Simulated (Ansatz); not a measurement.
The reference is HfO$_{2}$ (space group P4_2/nmc, No. 137; a = 3.577 Å, c = 5.203 Å).

The change: cell and atoms relaxed at a pressure of 10 GPa.

Method: r2SCAN, PAW, 500 eV (Ansatz, a quantum-chemistry and plane-wave program; without spin-orbit coupling).

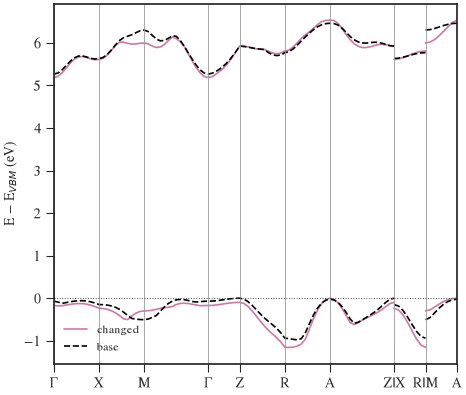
Figure. Highest valence and lowest conduction band along the path, each from its own valence-band maximum

Q: Read the changed gap and its character from the plot.

A: About 5.2 eV, indirect, A → Γ.

Spin-orbit coupling, missing from the scalar runs, can matter with Hf. Load acts through the strain it causes; cell and atoms are relaxed under it. Stability against distortions was not tested. No other phases were tried under pressure. This is not the structure that HfO2 has at room temperature and ambient pressure.
